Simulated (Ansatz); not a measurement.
## Screening in Te (P3_121)

Wanted: ε∞ of Te (P3_121) from perturbation theory and the RPA step of G0W0, with cost.

Method: linear response on PBE, plane waves, PAW, in Ansatz 0.2.0.

**1. The starting structure**

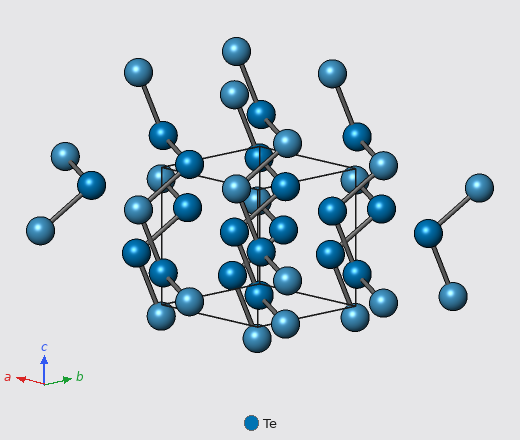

Start, viewed from a free direction; tellurium blue. 2×2×1 cells are drawn. Some periodic images of atoms are drawn too.

The cell and positions come from the Crystallography Open Database and are kept as given unless a step says otherwise. Spin-orbit coupling is left out unless a step names it.

**2. Response to a homogeneous field**

The response to a uniform field gives ε∞, a yardstick for the screening that GW builds on its mesh.

This step: dielectric response by perturbation theory, PBE, plane waves, PAW; PAW set soft_1.

Contents of input.yaml:

```yaml
crystal:
  lattice:
    - [4.4572, 0.0, 0.0]
    - [-2.2286, 3.8600484297, 0.0]
    - [0.0, 0.0, 5.929]
  atoms:
    - { symbol: Te, position: [0.2633, 0.0, 0.3333333333] }
    - { symbol: Te, position: [0.0, 0.2633, 0.6666666667] }
    - { symbol: Te, position: [0.7367, 0.7367, 0.0] }
kpoints:
  mp_grid: { grid: [6, 6, 4] }
hamiltonian:
  xc: pbe
  pseudopotentials: { kind: paw, azcp: { folder: soft_1 } }
scf:
  occupations: { method: fixed }
dielectric: {}
```

Started as:

```bash
$ ansatz run input.yaml --threads 3 --pin off --max-ram 92160MiB --backend cuda --events-out ev --progress --plain --runs-dir out --devices 1 --max-vram 13GiB
```

Numbers of over 12 decimals in the logs are rounded to 6 here.

What it wrote:

```text
GPUs: using 1 of 1 available (devices: 1).
Engine: ansatz 0.2.0, x86_64-unknown-linux-gnu
Pseudopotentials: kind: paw
Pseudopotential: Te, paw, valence charge 16, recommended cutoff 420 eV (normal), soft_1/Te.paw.azcp
Functional definition: PBE
  parameter kappa = 0.804
  parameter beta = 0.066725
  exchange = pbe_x(kappa = kappa, mu = beta*pi^2/3)
  correlation = pbe_c(beta = beta)
device memory: the entry about to start is reckoned to put 3.0 GiB on a device that reports 43.3 GiB free (of which the cap on the GPU budget leaves the run 13.0 GiB)
GPU FFT provider: cuFFT
GPU libraries: cuBLAS 13.8.2, cuFFT 12.4.0, cuSOLVER 12.3.4
Crystal: 3 atoms, lattice volume = 102.008 Å³
Basis set: ecut = 420 eV, 2017 PW (Γ), exchange–correlation on 60×60×96 points (8 copies of the dense FFT grid, shifted against one another)
Bands: 29, of which v1, the nominal top of the filled ones, is band 24 counted from 1 (23 counted from 0)
Symmetry: 6 space group operations
k-points: 76 of 144 (irreducible under 1 space group operation, time reversal used)
Non-local potential: Te, projectors of the file, l = 0: 2, l = 1: 2, l = 2: 2, l = 3: 1
PAW form: soft (Blöchl's): semilocal exchange-correlation on the pseudo side does not see the compensation charge
PAW one-centre angular grid: Te, 590 points (default); XC on 64 Gauss nodes
Initial density: superposition of atomic densities (chi_scale 0.1, normalization cell)
Initial wavefunctions: pseudopotential atomic-orbital guess
GPU buffer pool allocated for 43200 grid points (all kernels)
GPU transforms: local potential and band sums: pruned to the plane-wave sphere, on 30×30×40
Functional: x = pbe(κ = 0.804, μ = 0.219515), c = pbe(β = 0.066725)
SCF iter   1: F=—  HF=-20940.144636 eV  |F-HF|=—  |Δ(HF+E_count)|=         —  Δρ=1.60e-2  dr2=1.91e-1  ethr=3.10e-3  ⟨swp⟩=4.8  Hψ=8443  notcnv=0  defer=213
preconditioner: auto → Resta (q_TF=auto, 2.406 Å⁻¹)  ε∞=4.2  [insulator: Δε(μ)=0.240 eV  Ē_g=8.694 eV  n_scr=22 (ndim 8)  ℏωp=15.6 eV  f_vac=0.011  ε∞_Penn≈4.2]
SCF iter   2: F=—  HF=-20940.130507 eV  |F-HF|=—  |Δ(HF+E_count)|=   1.41e-2  Δρ=9.33e-3  dr2=6.40e-2  ethr=3.98e-4  ⟨swp⟩=2.0  Hψ=2966  notcnv=0  defer=226
SCF iter   3: F=—  HF=-20940.128502 eV  |F-HF|=—  |Δ(HF+E_count)|=   2.00e-3  Δρ=8.80e-4  dr2=6.94e-4  ethr=1.33e-4  ⟨swp⟩=3.0  Hψ=3166  notcnv=0  defer=226
SCF iter   4: F=—  HF=-20940.128948 eV  |F-HF|=—  |Δ(HF+E_count)|=   4.46e-4  Δρ=3.06e-4  dr2=8.88e-5  ethr=1.45e-6  ⟨swp⟩=2.0  Hψ=4106  notcnv=0  defer=226
SCF iter   5: F=—  HF=-20940.128895 eV  |F-HF|=—  |Δ(HF+E_count)|=   5.30e-5  Δρ=1.03e-4  dr2=1.54e-5  ethr=1.85e-7  ⟨swp⟩=3.0  Hψ=3952  notcnv=0  defer=226
SCF iter   6: F=—  HF=-20940.128914 eV  |F-HF|=—  |Δ(HF+E_count)|=   1.90e-5  Δρ=2.72e-5  dr2=1.00e-6  ethr=3.21e-8  ⟨swp⟩=2.0  Hψ=2812  notcnv=0  defer=212
SCF iter   7: F=—  HF=-20940.129063 eV  |F-HF|=—  |Δ(HF+E_count)|=   1.49e-4  Δρ=4.60e-6  dr2=2.28e-8  ethr=2.09e-9  ⟨swp⟩=2.0  Hψ=2908  notcnv=0  defer=182
SCF iter   8: F=—  HF=-20940.129063 eV  |F-HF|=—  |Δ(HF+E_count)|=   6.13e-8  Δρ=1.38e-6  dr2=1.49e-9  ethr=4.75e-11  ⟨swp⟩=3.0  Hψ=3970  notcnv=0  defer=182
SCF iter   9: F=—  HF=-20940.129063 eV  |F-HF|=—  |Δ(HF+E_count)|=   1.96e-9  Δρ=4.65e-7  dr2=1.55e-10  ethr=3.10e-12  ⟨swp⟩=2.0  Hψ=3952  notcnv=0  defer=182
SCF iter  10: F=-20940.129063 eV  HF=-20940.129063 eV  |F-HF|=3.64e-12  |Δ(HF+E_count)|=    0.00e0  Δρ=1.26e-7  dr2=1.06e-11  ethr=1.00e-12  ⟨swp⟩=13.2  Hψ=11406  notcnv=0
SCF 1 converged in 10 iterations: F = -20940.129063 eV  dr2 = 1.06e-11
  greatest PAW one-centre occupation: 0.998 electrons in one spin orbital (limit 2), on the Te atom at site 2 (counted from 0), in its partial waves of l = 2
the response reads at least the filled bands of the reference SCF and the lowest empty band at each k-point, and that SCF's band table does not vouch for those bands. The notice of the band table in this run's record says why
device memory: the entry about to start is reckoned to put 0.4 GiB on a device that reports 43.2 GiB free (of which the cap on the GPU budget leaves the run 12.9 GiB)
NSCF: frozen V_eff on 1 k-points
device memory: the entry about to start is reckoned to put 0.4 GiB on a device that reports 43.2 GiB free (of which the cap on the GPU budget leaves the run 12.9 GiB)
NSCF: frozen V_eff on 1 k-points
device memory: the entry about to start is reckoned to put 0.4 GiB on a device that reports 43.2 GiB free (of which the cap on the GPU budget leaves the run 12.9 GiB)
NSCF: frozen V_eff on 1 k-points
device memory: the entry about to start is reckoned to put 0.4 GiB on a device that reports 43.2 GiB free (of which the cap on the GPU budget leaves the run 12.9 GiB)
NSCF: frozen V_eff on 1 k-points
device memory: the entry about to start is reckoned to put 0.4 GiB on a device that reports 43.2 GiB free (of which the cap on the GPU budget leaves the run 12.9 GiB)
NSCF: frozen V_eff on 1 k-points
device memory: the entry about to start is reckoned to put 0.4 GiB on a device that reports 43.2 GiB free (of which the cap on the GPU budget leaves the run 12.9 GiB)
NSCF: frozen V_eff on 1 k-points
device memory: the entry about to start is reckoned to put 0.4 GiB on a device that reports 43.2 GiB free (of which the cap on the GPU budget leaves the run 12.9 GiB)
NSCF: frozen V_eff on 1 k-points
device memory: the entry about to start is reckoned to put 0.4 GiB on a device that reports 43.5 GiB free (of which the cap on the GPU budget leaves the run 12.9 GiB)
NSCF: frozen V_eff on 1 k-points
device memory: the entry about to start is reckoned to put 0.4 GiB on a device that reports 43.5 GiB free (of which the cap on the GPU budget leaves the run 12.9 GiB)
NSCF: frozen V_eff on 1 k-points
device memory: the entry about to start is reckoned to put 0.4 GiB on a device that reports 43.5 GiB free (of which the cap on the GPU budget leaves the run 12.9 GiB)
NSCF: frozen V_eff on 1 k-points
device memory: the entry about to start is reckoned to put 0.4 GiB on a device that reports 43.5 GiB free (of which the cap on the GPU budget leaves the run 12.9 GiB)
NSCF: frozen V_eff on 1 k-points
device memory: the entry about to start is reckoned to put 0.4 GiB on a device that reports 43.5 GiB free (of which the cap on the GPU budget leaves the run 12.9 GiB)
NSCF: frozen V_eff on 1 k-points
device memory: the entry about to start is reckoned to put 0.4 GiB on a device that reports 43.5 GiB free (of which the cap on the GPU budget leaves the run 12.9 GiB)
NSCF: frozen V_eff on 1 k-points
device memory: the entry about to start is reckoned to put 0.4 GiB on a device that reports 43.5 GiB free (of which the cap on the GPU budget leaves the run 12.9 GiB)
NSCF: frozen V_eff on 1 k-points
device memory: the entry about to start is reckoned to put 0.1 GiB (of the 0.1 GiB reckoned in all, the device holds 0.1 GiB already) on a device that reports 43.5 GiB free (of which the cap on the GPU budget leaves the run 12.9 GiB)
device memory: the entry about to start is reckoned to put 1.4 GiB (of the 1.5 GiB reckoned in all, the device holds 0.1 GiB already) on a device that reports 43.5 GiB free (of which the cap on the GPU budget leaves the run 12.9 GiB)
DFPT response loops at Γ: preconditioner auto → Resta (q_TF=auto, 2.406 Å⁻¹)  ε∞=18.1 (no band partly filled); β = 1.00, the filter's whole step (`scf.mixing.beta` (0.50) is not read by the response loops at its default; to damp them type it under 1.00, their step now; it binds the ground state too); Broyden in place of MSR1
── the response to a field inside a basis, on 16×16×8 k-points: an SCF that follows is theirs, and a resumed run solves both again ──
device memory: the entry about to start is reckoned to put 1.3 GiB on a device that reports 55.5 GiB free (of which the cap on the GPU budget leaves the run 12.9 GiB)
GPU FFT provider: cuFFT
GPU libraries: cuBLAS 13.8.2, cuFFT 12.4.0, cuSOLVER 12.3.4
Bands: 25, of which v1, the nominal top of the filled ones, is band 24 counted from 1 (23 counted from 0)
k-points: 544
Initial density: handed on by an earlier stage of this run
Initial wavefunctions: pseudopotential atomic-orbital guess (no wavefunctions were taken with the density)
GPU buffer pool allocated for 43200 grid points (all kernels)
GPU transforms: band sums: pruned to the plane-wave sphere, on 30×30×40
Eigensolver: Dense (544 Hₖ)
SCF iter   1: F=—  HF=-20940.113905 eV  |F-HF|=—  |Δ(HF+E_count)|=         —  Δρ=1.82e-4  dr2=2.57e-5  ethr=1.00e-1
preconditioner: auto → Resta (q_TF=auto, 2.406 Å⁻¹)  ε∞=6.3  [insulator: Δε(μ)=0.171 eV  Ē_g=6.747 eV  n_scr=22 (ndim 8)  ℏωp=15.6 eV  f_vac=0.025  ε∞_Penn≈6.3]
SCF iter   2: F=—  HF=-20940.113906 eV  |F-HF|=—  |Δ(HF+E_count)|=   6.82e-7  Δρ=9.47e-5  dr2=7.09e-6  ethr=5.35e-8
SCF iter   3: F=—  HF=-20940.113907 eV  |F-HF|=—  |Δ(HF+E_count)|=   1.09e-6  Δρ=1.85e-5  dr2=4.47e-7  ethr=1.48e-8
SCF iter   4: F=-20940.113907 eV  HF=-20940.113907 eV  |F-HF|=1.89e-8  |Δ(HF+E_count)|=   1.19e-7  Δρ=3.56e-6  dr2=1.98e-8  ethr=9.32e-10
SCF 1 converged in 4 iterations: F = -20940.113907 eV  dr2 = 1.98e-8
device memory: the entry about to start is reckoned to put 0.1 GiB (of the 1.1 GiB reckoned in all, the device holds 1.1 GiB already) on a device that reports 44.9 GiB free (of which the cap on the GPU budget leaves the run 12.2 GiB)
device memory: the entry about to start is reckoned to put 5.7 GiB on a device that reports 62.8 GiB free (of which the cap on the GPU budget leaves the run 12.8 GiB)
DFPT response loops at Γ: preconditioner auto → Resta (q_TF=auto, 2.406 Å⁻¹)  ε∞=18.7 (no band partly filled); β = 1.00, the filter's whole step (`scf.mixing.beta` (0.50) is not read by the response loops at its default; to damp them type it under 1.00, their step now; it binds the ground state too); Broyden in place of MSR1
SCF converged after 10 iterations
Free energy (F): -20940.129063 eV
Harris-Foulkes:  -20940.129063 eV  (|F-HF|=3.64e-12)
Internal energy: -20940.129063 eV  (E = F + TS)
E sigma→0 (E₀):  -20940.129063 eV
Fermi energy:    8.708560 eV
--- Per-component energies (eV) ---
  E_band       = -799.956194
  E_kinetic    = 515.318914
  E_local      = -4948.566004  (includes V_loc(G=0)·N_el)
  E_nonlocal   = 194.339167
  E_hartree    = 2461.288260
  E_xc         = -367.796848
  E_vxc        = -305.961389  (∫ρ·V_xc dr)
  E_paw        = -14007.812990  (= ΣΔE_a)
  E_vpaw       = -1177.663597  (= ΣTr[D̂ρ^β])
  E_aug_tail   = 0.000270  (compensation charges beyond the density's cutoff)
  E_ewald      = -4786.899832
  E_smearing   = -0.000000  (= −TS)
  E_closure    = 0.000000  (closes the sum)
  Σ components = -20940.129063   (vs F -20940.129063, Δ=0.00e0)
--- Band table (eV; the first three rows and the last of 76) ---
  k-point 0: bands = [... 20 lower, 5.9212, 7.0688, 7.0688, 7.9717, 9.7612, 9.7612, 10.3874, 13.6997, ... 1 higher]
  k-point 1: bands = [... 20 lower, 6.2088, 7.2364, 7.2505, 7.9092, 9.4598, 9.4819, 9.8884, 13.1592, ... 1 higher]
  k-point 2: bands = [... 20 lower, 6.0575, 7.3823, 7.6657, 7.6657, 9.2640, 9.3230, 9.3230, 12.7729, ... 1 higher]
  k-point 75: bands = [... 20 lower, 5.0636, 6.3310, 6.6699, 8.4984, 9.5030, 10.6658, 11.2966, 13.2977, ... 1 higher]
--- Dielectric response (ions clamped): 3 representative field directions + reference, inside a basis on a mesh of 2048 k-points (Σ response iterations 18) ---
  ε∞ (high-frequency dielectric tensor):
       33.362132     0.000000     0.000000
        0.000000    33.362132     0.000000
        0.000000     0.000000    52.413951
  Born effective charges Z* (e; rows j = field, columns β = displacement):
    site 0:
         2.29962    0.00000    0.00000
         0.00000   -2.29962    2.00962
         0.00000    2.48750    0.00000
    site 1:
        -1.14981   -1.99153   -1.74038
        -1.99153    1.14981   -1.00481
        -2.15424   -1.24375    0.00000
    site 2:
        -1.14981    1.99153    1.74038
         1.99153    1.14981   -1.00481
         2.15424   -1.24375    0.00000
  Z* charge neutrality: 3.140e-2 e pre-enforcement
  solved inside a basis spanned on kpoints, on 16×16×8 k-points transformed towards the longest dipole: ε∞ is read to err by 2.8e-1, Z* by 9.4e-2 e (field_mesh: kpoints solves on kpoints); Z* is corrected for what the basis lacks
```

The job ended after 2 min (1 × NVIDIA H100 80GB HBM3 (shared by 6 runs) with 3 threads of AMD EPYC 7R13 (Zen 3), shared host; peak memory 7 GiB; 3.8 min of CPU time).

Reading the cycles: dr2 is the Hartree energy of the density residual (eV), the measure of convergence; HF is the Harris–Foulkes estimate of the energy, which meets the free energy F at convergence.

This step gave:

| Item | Value |
| --- | --- |
| stated error of ε∞ | 0.28 |

One over ε∞ averages 0.03, well under the quarter of exact exchange in PBE0, which by this rule of thumb may open the gap too far.

High-frequency dielectric tensor:

```
33.36  0.00  0.00
 0.00 33.36  0.00
 0.00  0.00 52.41
```

Born effective charge (e), principal values of the symmetric part by kind of site:

```
atom  atoms with these values    low  middle  high  mean
 Te1                        3  -3.68    1.38  2.30  0.00
```

In full for Te1:

```
 2.30  0.00  0.00
 0.00 -2.30  2.01
 0.00  2.49  0.00
```

**3. RPA screening from the G0W0 run**

Now the one-shot GW correction: screening in the RPA, then the self-energy of the levels asked for. This step takes PAW set soft_1 files.

This step: G0W0 on PBE, plane waves, PAW; PAW set soft_1.

input.yaml: that of step 2 with these lines changed.

```diff
@@ -16,2 +16,7 @@
   occupations: { method: fixed }
-dielectric: {}
+gw:
+  n_empty_bands: 655
+  ecut_chi: 200.0
+  qp_bands: [v2, c2]
+  qp_kpoints: band_edges
+  screening: { model: contour_deformation }
```

What it wrote:

```text
GPUs: using 1 of 1 available (devices: 1).
[...]
GPU FFT provider: cuFFT
GPU libraries: cuBLAS 13.8.2, cuFFT 12.4.0, cuSOLVER 12.3.4
Crystal: 3 atoms, lattice volume = 102.008 Å³
Basis set: ecut = 420 eV, 2017 PW (Γ)
Bands: 29, of which v1, the nominal top of the filled ones, is band 24 counted from 1 (23 counted from 0)
[... 1 set-up line as in the run before ...]
[...]
k-points: 24 of 144 (time reversal used)
[...]
20    26     10.9714   -10.5066    -4.1217   -14.4255  0.6775    10.7721    10.7685  root
    23    23      8.7085   -15.3209     0.2680   -14.5395  0.7167     8.2605     8.1950  root ?
    23    24      8.7085   -15.3209     0.2680   -14.5395  0.7167     8.2605     8.1950  root ?
    23    25      8.8916   -10.9434    -3.1533   -13.9051  0.7222     8.7028     8.7000  root
    23    26     10.1695   -10.4425    -3.6123   -13.8823  0.7057     9.9997     9.9970  root
[key lines of the parts left out:]
SCF converged after 7 iterations
Free energy (F): -20940.129062 eV
Fermi energy:    8.708514 eV
```

The job ended after 3.6 min (1 × NVIDIA H100 80GB HBM3 (shared by 6 runs) with 3 threads; peak memory 3.5 GiB).

Numbers from this step:

```
bands summed                                 : 679
RPA ε∞ on this mesh (eigenvalues)            : 48.51, 333.7, 333.7
plane waves in the screening matrix          : 673
G0W0 gap on the mesh                         : 0.5050 eV
k of the valence top                         : 0.3333, 0.3333, -0.5
k of the conduction bottom                   : 0.3333, 0.3333, -0.5
starting gap on the mesh                     : 0.1831 eV
least direct G0W0 gap on the computed points : 0.5050 eV
```

The gap on the mesh goes from 0.18 eV to 0.50 eV, a correction of +0.32 eV. The program marks an edge row as in doubt. Between the two edge states, bare exchange in place of the xc potential would open the gap by 3.74 eV, and correlation takes back 3.42 eV.

Mean over the mesh in bins of 0.25 1/Å. Table of static inverse dielectric function, diagonal by length of q+G:

```
length of q+G (Å⁻¹)  static inverse dielectric function, diagonal
               0.27                                        0.0632
               1.02                                         0.302
               1.75                                         0.551
               2.50                                         0.725
               3.25                                         0.835
               4.25                                         0.929
               5.00                                         0.960
               5.75                                         0.976
               6.50                                         0.986
               7.19                                         0.992
```

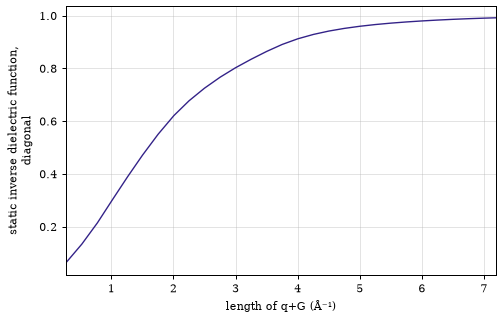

Static inverse dielectric function, diagonal, plotted against length of q+G.

**4. The values together**

Times are wall times on 1 × NVIDIA H100 80GB HBM3 (shared by 6 runs) with 3 threads of AMD EPYC 7R13 (Zen 3), shared host, good to a factor of about two.

```
                                          method                             mesh  ε∞, low  middle    high    mean     time
perturbation theory (local fields and xc kernel)  6×6×4 (response on 2048 points)    33.36   33.36   52.41   39.71    2 min
           RPA with local fields, on the GW mesh                            6×6×4    48.51  333.69  333.69  238.63  3.6 min
```

**5. Results**

- perturbation theory (local fields and xc kernel): 33.36, 33.36, 52.41
- RPA with local fields, on the GW mesh: 48.51, 333.69, 333.69

In words: Largest principal value of the Born effective charge (asymmetry η): Te1 -3.68 (0.25), in e. The RPA values on the 6×6×4 mesh average 6.01 times those of perturbation theory (means 238.63 and 39.71, which can hide unlike anisotropies). Without the xc kernel RPA should lie a little lower; it lies higher here. Perturbation theory sums its response on a denser mesh of its own, so the coarser sum of the GW run is the likely cause. Ions are clamped, so the lattice part of the static constant is not in these numbers.

[Paths, hosts, dates, memory and timing lines, banners, echoed tables and standing remarks are left out of the program output.]

[Logs are printed without paths, hosts, clocks, repeated set-up lines and the standing remarks that a program may print on its own settings, such as how far it seeks lower states.]

[Runs of the session that timed out or met a known fault of the program may be left out.]

[Cells called generated may have been cut or substituted from an entry of the Crystallography Open Database or the Materials Project.]

[Hosts, paths, dates, database ids (printed as entryN), source tags and the programs' standing remarks are cut or masked in the printed files.]
